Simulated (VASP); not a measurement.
Band structure of BaSr3O4 (ordered alloy cell). All values below come from PBEsol GGA, VASP's PBE PAW potentials (set 64) (plane waves; VASP 6.6.1).

Unless said otherwise, spin-orbit coupling is left out, though it shifts the bands of the heavy elements here.

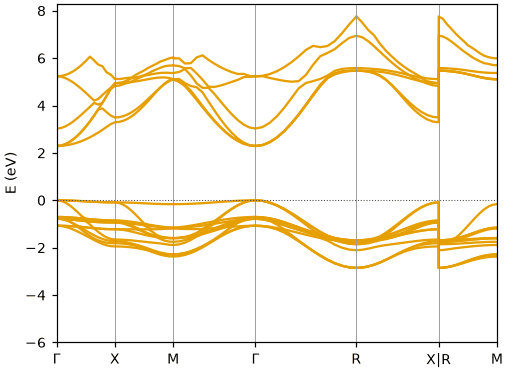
Figure: Bands along high-symmetry lines, zero at the valence-band maximum or, without a gap, the Fermi level

Question: Read the plot: is there a gap, and where are the band edges?

Answer: The gap is direct, 2.29 eV, from the valence maximum at Γ to the conduction minimum at Γ. (Edges off the drawn lines would not show.)

The structure was generated: BaSr3O4 was put into an ordered model structure (Pm-3m), which need not be its known phase. The cell was not relaxed at this level.
